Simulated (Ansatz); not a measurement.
**Nb2Sn2O7 (Fd-3m): spin-orbit coupling beyond the local functionals**

Aim: the spin-orbit change of the gap of Nb2Sn2O7 (Fd-3m).

Method: density functionals with and without spin-orbit coupling, plane waves, PAW, in Ansatz 0.2.0.

**Experimental background.**

- Gap 2.6 eV: optical absorption-edge onset (lowest of the four compounds), not Tauc gap; UV-vis transmission and reflection; 300 K; film (relaxed epitaxial (111) film by pulsed laser deposition; approximate value) on Y-stabilized ZrO2 (111) (“Trends in Bandgap of Epitaxial textitA2textitB2O7 (textitA = Sn, Pb; textitB = Nb, Ta) Films Fabricated by Pulsed Laser Deposition”, 2022, arxiv:2207.00434).

Most raw output is cut from this account.

**1. The starting structure**

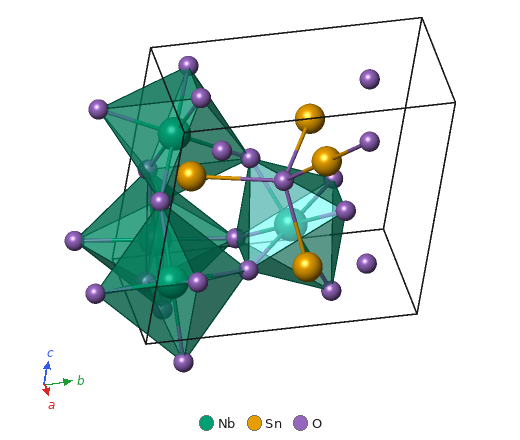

Start, viewed slightly off an axis; niobium teal, tin orange, oxygen purple. Bonds to atoms that aren't drawn are left out. Some periodic images of atoms are drawn too.

The cell and positions are those that the Materials Project relaxed with its own functionals (PBE, PBE+U or r2SCAN), kept fixed. The default PAW set here is soft_2. Its files were made with PBE.

**2. HSE06, 2×2×2 mesh**

This step: DFT, HSE06, plane waves, PAW.

File input.yaml:

```yaml
crystal:
  lattice:
    - [0.0, 5.380295, 5.380295]
    - [5.380295, 0.0, 5.380295]
    - [5.380295, 5.380295, 0.0]
  atoms:
    - { symbol: Nb, position: [0.125, 0.125, 0.125] }
    - { symbol: Nb, position: [0.625, 0.125, 0.125] }
    - { symbol: Nb, position: [0.125, 0.125, 0.625] }
    - { symbol: Nb, position: [0.125, 0.625, 0.125] }
    - { symbol: Sn, position: [0.625, 0.625, 0.125] }
    - { symbol: Sn, position: [0.625, 0.625, 0.625] }
    - { symbol: Sn, position: [0.125, 0.625, 0.625] }
    - { symbol: Sn, position: [0.625, 0.125, 0.625] }
    - { symbol: O, position: [0.061003, 0.438997, 0.061003] }
    - { symbol: O, position: [0.061003, 0.061003, 0.438997] }
    - { symbol: O, position: [0.811003, 0.188997, 0.811003] }
    - { symbol: O, position: [0.061003, 0.438997, 0.438997] }
    - { symbol: O, position: [0.188997, 0.811003, 0.188997] }
    - { symbol: O, position: [0.438997, 0.061003, 0.061003] }
    - { symbol: O, position: [0.188997, 0.188997, 0.811003] }
    - { symbol: O, position: [0.188997, 0.811003, 0.811003] }
    - { symbol: O, position: [0.75, 0.75, 0.75] }
    - { symbol: O, position: [0.811003, 0.188997, 0.188997] }
    - { symbol: O, position: [0.438997, 0.438997, 0.061003] }
    - { symbol: O, position: [0.811003, 0.811003, 0.188997] }
    - { symbol: O, position: [0.5, 0.5, 0.5] }
    - { symbol: O, position: [0.438997, 0.061003, 0.438997] }
kpoints:
  mp_grid: { grid: [2, 2, 2] }
  band_path:
    path:
      - [0.0, 0.0, 0.0]
      - [0.5, 0.0, 0.5]
      - [0.625, 0.25, 0.625]
      - [0.375, 0.375, 0.75]
      - [0.5, 0.5, 0.5]
      - [0.5, 0.25, 0.75]
    npoints: 1
hamiltonian:
  xc: hse06
scf:
  occupations: { method: fixed }
  n_extra_bands: 11
output:
  eigenvalues: true
```

Run with:

```bash
ansatz run input.yaml --threads 24 --pin off --max-ram 82944MiB --backend cuda --events-out ev --progress --plain --runs-dir out --devices 1 --max-vram 78GiB
```

It took 8 s on 1 × NVIDIA GB200 (shared by 2 runs) with 24 threads of Arm Neoverse V2, shared host; peak memory 1.5 GiB; 78 s of CPU time.

This step gave:

```
gap                     : 1.481 eV
valence top at          : L
conduction bottom at    : Γ
least direct gap        : 1.726 eV
exact-exchange fraction : 0.25
```

The gap is indirect, with the least direct gap 0.25 eV higher.

**3. HSE06+SOC, 2×2×2 mesh**

The many-body steps leave out spin-orbit coupling, so its effect is taken from a two-component run, with twice the bands.

This step: DFT, HSE06 with spin-orbit coupling, plane waves, PAW.

Edit input.yaml of step 2 so:

```diff
@@ -42,4 +42,7 @@
 scf:
-  occupations: { method: fixed }
-  n_extra_bands: 11
+  occupations: { method: fermi_dirac, width: 0.02 }
+  n_extra_bands: 22
+magnetization:
+  noncollinear: true
+  spin_orbit: true
 output:
```

Run time: 28 s. Hardware: 1 × NVIDIA GB200 (shared by 2 runs) with 24 threads; peak memory 3.2 GiB.

This step gave:

```
gap                     : 1.470 eV
valence top at          : L
conduction bottom at    : Γ
least direct gap        : 1.663 eV
exact-exchange fraction : 0.25
```

The gap stands −0.01 eV against HSE06.

**4. Together**

Times are wall times on 1 × NVIDIA GB200 (shared by 2 runs) with 24 threads of Arm Neoverse V2, shared host, good to a factor of about two.

| level | gap (eV) | with coupling (eV) | change (eV) | time | with coupling |
| --- | --- | --- | --- | --- | --- |
| HSE06 | 1.48 | 1.47 | −0.01 | 8 s | 28 s |

**5. Outcome**

| Item | Value |
| --- | --- |
| HSE06 | 1.48 eV |
| HSE06+SOC | 1.47 eV |

What this shows: Spin-orbit coupling changes the gap by −0.01 eV and the least direct gap by −0.06 eV. Against experiment, by HSE06+SOC: the gap of 1.47 eV lies −1.13 eV from the measured 2.6 eV (optical, 300 K, on Y-stabilized ZrO2 (111), 2022). An exciton line or allowed optical edge lies below the quasiparticle gap by the binding energy; a forbidden edge can push the onset above it. The lattice is static and excitons are left out.

[Paths, hosts, dates, memory and timing lines, banners, echoed tables and standing remarks are left out of the program output.]

[Logs are printed without paths, hosts, clocks, repeated set-up lines and the standing remarks that a program may print on its own settings, such as how far it seeks lower states.]

[Runs of the session that timed out or met a known fault of the program may be left out.]

[Cells called generated may have been cut or substituted from an entry of the Crystallography Open Database or the Materials Project.]

[Hosts, paths, dates, database ids (printed as entryN), source tags and the programs' standing remarks are cut or masked in the printed files.]
